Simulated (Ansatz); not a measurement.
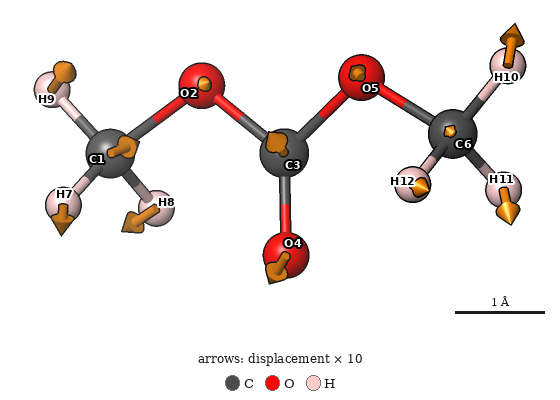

This is a relaxation of C$_{3}$H$_{6}$O$_{3}$ (coarse preliminary run). The starting structure is drawn; orange arrows show the displacements, 10 times their true length. The two geometries are superimposed by the best rigid fit.

A ball-and-stick model, seen from a free direction.

The start comes from a force field.

Method: RKS PBE-D4/def2-SVP in Ansatz. Settings: force threshold 0.03 eV/Å; at most 200 steps.

Q: What did the optimiser do to the structure, and how much energy did it gain?

A: The atom that moves furthest after the best rigid fit is H9 (0.070 Å). Largest moves by element: H 0.070 Å, O 0.054 Å, C 0.054 Å. Near-neighbour distances that change, for instance: C1–H7 1.047 → 1.109 Å, C3–O4 1.164 → 1.215 Å, C1–H9 1.132 → 1.105 Å, C3–O5 1.374 → 1.347 Å. Among the angles between lasting bonds that change: O2–C1–H8 105.2° → 111.1°, H8–C1–H9 105.8° → 110.1°, H7–C1–H8 112.5° → 108.3°. Over 5 geometry steps the energy falls by 8.03 kcal/mol. Largest force component: 3.2 eV/Å at the start, 0.0042 eV/Å at the end.
